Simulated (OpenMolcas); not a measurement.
# ICl (iodine monochloride) at RI-MP2/def2-TZVP (Cholesky decomposition, core potential)

What is the energy change on altering one bond length of ICl (iodine monochloride) at RI-MP2/def2-TZVP (Cholesky decomposition, core potential)? 

The calculation is run with OpenMolcas 26.06.

**1. The structure to begin with**

ICl has 2 atoms, charge 0, and is taken as a singlet. SMILES: `ClI`. The coordinates come from a GFN2-xTB relaxation.

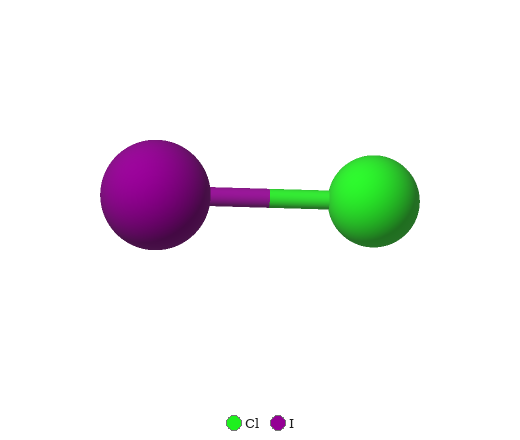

The structure, seen from a chosen angle (chlorine green, iodine purple).

**2. The energy at RI-MP2/def2-TZVP (Cholesky decomposition, core potential)**

The input, job.input:

```
* ClI RI-MP2

&GATEWAY
  BasLib = $CurrDir
  Coord
  2
  bohr
  Cl     0.00000000     0.00000000     0.00000000
  I      0.00000000     0.00000000     4.35869110
  Basis = def2-TZVP
  Group = NoSym

&SEWARD
  High

&SCF
  PrOrbitals = 1 1

&MBPT2
  Frozen = 9
```

The basis set def2-TZVP is read from a file made from the Basis Set Exchange's data (not shown).

On the command line:

```
$ export MOLCAS_MEM=1860
$ pymolcas job.input > job.log
```

What it wrote:

```text
--- Start Module: gateway ---
[...]
--- Stop Module: gateway /rc=_RC_ALL_IS_WELL_ ---
[...]
      Basis functions           87
[...]
--- Start Module: scf ---
[...]
       Convergence after  12 Iterations
[...]
::    Total SCF energy                               -756.1656227346
[...]
      Total spin, S                                     0.0000000000
[...]
      Total electronic charge=   42.000000
      Total            charge=   -0.000000
[...]
      Dipole Moment (debye):
      Origin of the operator (angstrom)=    0.0000    0.0000    1.8083
                   X=  1.6185E-13               Y= -2.7954E-15               Z=  1.3068E+00           Total=  1.3068E+00
      Quadrupole Moment (debye*angstrom):
[...]
--- Stop Module: scf /rc=_RC_ALL_IS_WELL_ ---
[...]
--- Start Module: mbpt2 ---
[...]
WARNING!
Default frozen orbitals as non valence orbitals is overwritten by user input.
Default values:   5
[...]
       Reference weight ( Cref**2 )         =        0.84618
::    Total MBPT2 energy                             -756.8442471041
[...]
--- Stop Module: mbpt2 /rc=_RC_ALL_IS_WELL_ ---
[...]
```

It took 6 s on 1 thread of Arm Neoverse V1, shared host; peak memory 0.092 GiB.

**3. The distorted shape, same level**

The input, job.input:

```
&GATEWAY
 BasLib
 $CurrDir
 Coord
 2
 bohr
 Cl     0.00000000     0.00000000    -0.43592202
 I      0.00000000     0.00000000     4.35869110
 Basis
 def2-TZVP
 Group
 NoSym

&SEWARD
 High

&SCF
 PrOrbitals
 1 1

&MBPT2
 Frozen
 9
```

The basis set def2-TZVP is read from a file made from the Basis Set Exchange's data (not shown).

On the command line:

```
$ export MOLCAS_MEM=1860
$ pymolcas job.input > job.log
```

What it wrote:

```text
--- Start Module: gateway ---
[...]
--- Stop Module: gateway /rc=_RC_ALL_IS_WELL_ ---
[...]
      Basis functions           87
[...]
--- Start Module: scf ---
[...]
       Convergence after  10 Iterations
[...]
::    Total SCF energy                               -756.1530964517
[...]
      Total spin, S                                     0.0000000000
[...]
      Total electronic charge=   42.000000
      Total            charge=   -0.000000
[...]
      Dipole Moment (debye):
      Origin of the operator (angstrom)=    0.0000    0.0000    1.7584
                   X= -9.1689E-15               Y= -1.0024E-15               Z=  1.9533E+00           Total=  1.9533E+00
      Quadrupole Moment (debye*angstrom):
[...]
--- Stop Module: scf /rc=_RC_ALL_IS_WELL_ ---
[...]
--- Start Module: mbpt2 ---
[...]
WARNING!
Default frozen orbitals as non valence orbitals is overwritten by user input.
Default values:   5
[...]
       Reference weight ( Cref**2 )         =        0.84130
::    Total MBPT2 energy                             -756.8325848817
[...]
--- Stop Module: mbpt2 /rc=_RC_ALL_IS_WELL_ ---
[...]
```

Wall time 5.7 s (1 thread of Arm Neoverse V1, shared host); peak memory 0.092 GiB.

**4. What came out**

Level: RI-MP2/def2-TZVP (Cholesky decomposition, core potential), 9 core orbitals frozen.

```
                                                          quantity          value
                                         first shape: total energy  -756.84425 Eh
                   first shape: dipole moment (mean-field density)         1.31 D
                  first shape: HOMO energy (Hartree–Fock orbitals)      -10.50 eV
                  first shape: LUMO energy (Hartree–Fock orbitals)        0.14 eV
                first shape: HOMO–LUMO gap (Hartree–Fock orbitals)       10.64 eV
          first shape: correlation energy (9 core orbitals frozen)     -678.6 mEh
                                     distorted shape: total energy  -756.83258 Eh
               distorted shape: dipole moment (mean-field density)         1.95 D
              distorted shape: HOMO energy (Hartree–Fock orbitals)      -10.90 eV
              distorted shape: LUMO energy (Hartree–Fock orbitals)       -1.17 eV
            distorted shape: HOMO–LUMO gap (Hartree–Fock orbitals)        9.74 eV
      distorted shape: correlation energy (9 core orbitals frozen)     -679.5 mEh
energy change with the Cl1–I2 bond stretched from 2.307 to 2.537 Å       0.317 eV
```

**Reading.** With the Cl1–I2 bond stretched from 2.307 to 2.537 Å the energy rises by 0.32 eV (7.3 kcal/mol). The first shape isn't relaxed at this level, so the change isn't measured from a minimum.
